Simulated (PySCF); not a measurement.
# C3H9NSi (SMILES CC1C[SiH2]N1): levels of theory compared

Aim: a comparison of 3 runs (HF/3-21G, HF/def2-SVP, B3LYP/6-31G*) of C3H9NSi. 

The results are computed with PySCF 2.14.0.

## Step 1: Starting point

The species is C3H9NSi (14 atoms), meant as a singlet with charge 0. As SMILES, `CC1C[SiH2]N1`. The shape is that of a GFN2-xTB optimisation.

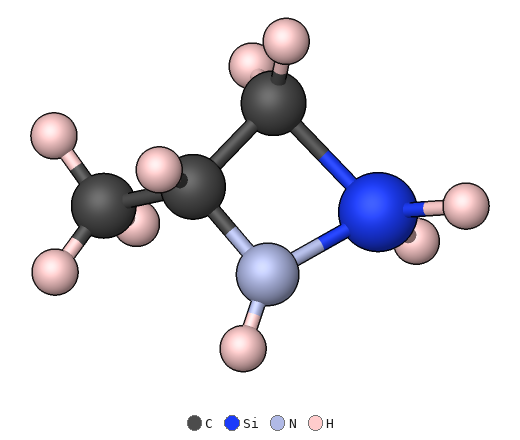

The structure, seen from a chosen angle (carbon dark grey, silicon blue, nitrogen light blue, hydrogen pink).

## Step 2: Energy and forces at HF/3-21G (run 1)

The input, job.py:

```python
import pyscf.grad
from pyscf import gto, scf

mol = gto.M(
    atom='''
C     -2.478640    -0.552140     2.079984
C      0.041744    -1.102277     0.811713
C      1.856845     1.165772     0.750391
Si     1.589751     1.163070    -2.850331
N     -0.159266    -1.396848    -1.918809
H     -2.203213    -0.204997     4.087421
H     -3.759440    -2.147938     1.861078
H     -3.339959     1.106510     1.223333
H      0.886017    -2.790370     1.675601
H      1.115449     2.807150     1.733106
H      3.706811     0.738618     1.526615
H      3.860503     0.538648    -4.303417
H      0.258099     3.313710    -3.986056
H     -1.374700    -2.638927    -2.690630
''',
    basis='3-21g',
    verbose=3,
    max_memory=1860,
    unit='bohr',
    spin=0,
)

calc0 = scf.RHF(mol)
calc0.conv_tol = 1e-10
calc0.kernel()
if not calc0.converged:
    calc0 = calc0.newton().run(calc0.mo_coeff, calc0.mo_occ)

etot = calc0.e_tot
print('E = %.10f Eh' % etot)
grad = calc0.Gradients().kernel()
calc0.analyze()
```

Run with:

```
$ OMP_NUM_THREADS=1 python job.py
```

The log of the run:

```text
converged SCF energy = -459.724796536679
[... 16 lines left out ...]
MO #7   energy= -4.20915730650529  occ= 2
[... 11 lines left out ...]
MO #19  energy= -0.498452868613709 occ= 2
[... 11 lines left out ...]
MO #31  energy= 0.339697705332968  occ= 0
[... 11 lines left out ...]
MO #43  energy= 0.938057648624817  occ= 0
[... 11 lines left out ...]
MO #55  energy= 1.3699457873259    occ= 0
[... 11 lines left out ...]
MO #67  energy= 2.9578630889582    occ= 0
[... 15 lines left out ...]
Dipole moment(X, Y, Z, Debye): -0.39861, -0.01975,  0.08777
```

Wall time 4.2 s (1 thread of Intel Xeon at 2.70GHz, shared host); peak memory 0.14 GiB.

## Step 3: Energy and gradient at HF/def2-SVP (run 2)

The input, input.py:

```python
# CC1C[SiH2]N1
from pyscf import gto, scf

system = gto.Mole()
system.atom = [
    ('C', (-1.311640, -0.292180, 1.100680)),
    ('C', (0.022090, -0.583300, 0.429540)),
    ('C', (0.982600, 0.616900, 0.397090)),
    ('Si', (0.841260, 0.615470, -1.508330)),
    ('N', (-0.084280, -0.739180, -1.015390)),
    ('H', (-1.165890, -0.108480, 2.162970)),
    ('H', (-1.989410, -1.136640, 0.984840)),
    ('H', (-1.767430, 0.585540, 0.647360)),
    ('H', (0.468860, -1.476600, 0.886690)),
    ('H', (0.590270, 1.485480, 0.917120)),
    ('H', (1.961560, 0.390860, 0.807850)),
    ('H', (2.042890, 0.285040, -2.277270)),
    ('H', (0.136580, 1.753540, -2.109330)),
    ('H', (-0.727460, -1.396460, -1.423820)),
]
system.max_memory = 1860
system.basis = 'def2-svp'
system.verbose = 4
system.build()

hf = scf.RHF(system)
hf.conv_tol = 1e-10
hf.kernel()
if not hf.converged:
    hf = hf.newton().run(hf.mo_coeff, hf.mo_occ)

etot = hf.e_tot
print('E(%s) = %.9f' % ('HF', etot))
grad = hf.nuc_grad_method().kernel()
hf.analyze()
```

Run with:

```
$ OMP_NUM_THREADS=1 python input.py
```

The log of the run:

```text
PySCF version 2.14.0

[... 100 lines left out ...]
MO #9   energy= -4.23285181847883  occ= 2
[... 21 lines left out ...]
MO #31  energy= 0.25259580165935   occ= 0
[... 21 lines left out ...]
MO #53  energy= 0.884025191928597  occ= 0
[... 21 lines left out ...]
MO #75  energy= 1.65707451746004   occ= 0
[... 21 lines left out ...]
MO #97  energy= 2.36945669212986   occ= 0
[... 21 lines left out ...]
MO #119 energy= 3.70771996611226   occ= 0
[... 136 lines left out ...]
Dipole moment(X, Y, Z, Debye): -0.43242, -0.19678,  0.08058
```

Run time: 23 s. Hardware: 1 thread of Intel Xeon at 2.70GHz, shared host; peak memory 0.31 GiB.

## Step 4: Energy and gradient at B3LYP/6-31G(d) (spherical functions) (run 3)

The input, calc.py:

```python
import pyscf.grad
from pyscf import gto, dft

molecule = gto.M(
    atom='''
C       -1.311640      -0.292180       1.100680
C        0.022090      -0.583300       0.429540
C        0.982600       0.616900       0.397090
Si       0.841260       0.615470      -1.508330
N       -0.084280      -0.739180      -1.015390
H       -1.165890      -0.108480       2.162970
H       -1.989410      -1.136640       0.984840
H       -1.767430       0.585540       0.647360
H        0.468860      -1.476600       0.886690
H        0.590270       1.485480       0.917120
H        1.961560       0.390860       0.807850
H        2.042890       0.285040      -2.277270
H        0.136580       1.753540      -2.109330
H       -0.727460      -1.396460      -1.423820
''',
    max_memory=1860,
    basis='6-31g*',
    verbose=3,
)

ks = dft.RKS(molecule)
ks.xc = 'b3lyp'
ks.grids.level = 5
ks.conv_tol = 1e-10
ks.kernel()
if not ks.converged:
    ks = ks.newton().run(ks.mo_coeff, ks.mo_occ)

e_final = ks.e_tot
print(f'total energy: {e_final:.8f} hartree')
grad = ks.Gradients().kernel()
ks.analyze()
```

Run with:

```
$ OMP_NUM_THREADS=1 python calc.py
```

The log of the run:

```text
converged SCF energy = -463.967382074891
[... 21 lines left out ...]
MO #12  energy= -0.681457346543284 occ= 2
[... 15 lines left out ...]
MO #28  energy= 0.124729782276973  occ= 0
[... 15 lines left out ...]
MO #44  energy= 0.544509208118161  occ= 0
[... 15 lines left out ...]
MO #60  energy= 0.918327594053745  occ= 0
[... 15 lines left out ...]
MO #76  energy= 1.84717191148173   occ= 0
[... 15 lines left out ...]
MO #92  energy= 2.79155752202583   occ= 0
[... 15 lines left out ...]
Dipole moment(X, Y, Z, Debye): -0.47347, -0.27164,  0.22366
```

It took 55 s on 1 thread of Intel Xeon at 2.70GHz, shared host; peak memory 0.95 GiB.

## Step 5: Overview of the runs

```csv
run,level,integration grid,energy (Eh),dipole moment (D),HOMO energy (eV),LUMO energy (eV),wall time
1,HF/3-21G,–,-459.724797,0.41,-9.40,4.01,4.2 s
2,HF/def2-SVP,–,-462.001176,0.48,-9.78,3.97,23 s
3,B3LYP/6-31G* (spherical functions),5,-463.967382,0.59,-5.96,0.34,55 s
```

## Step 6: Results

| quantity | value |
| --- | --- |
| run 3: total energy | -463.96738 Eh |
| run 3: dipole moment | 0.59 D |
| run 3: HOMO energy | -5.96 eV |
| run 3: LUMO energy | 0.34 eV |
| run 3: HOMO–LUMO gap | 6.30 eV |
| run 3: largest force on an atom | 1.203 eV/Å |

What this shows: The dipole moment (its size) runs from 0.41 D (HF/3-21G) to 0.59 D (B3LYP/6-31G*). The two ends differ in method and basis. The HOMO–LUMO gap runs from 6.30 eV (B3LYP/6-31G*) to 13.75 eV (HF/def2-SVP). All runs together took 82 s, the longest 55 s.
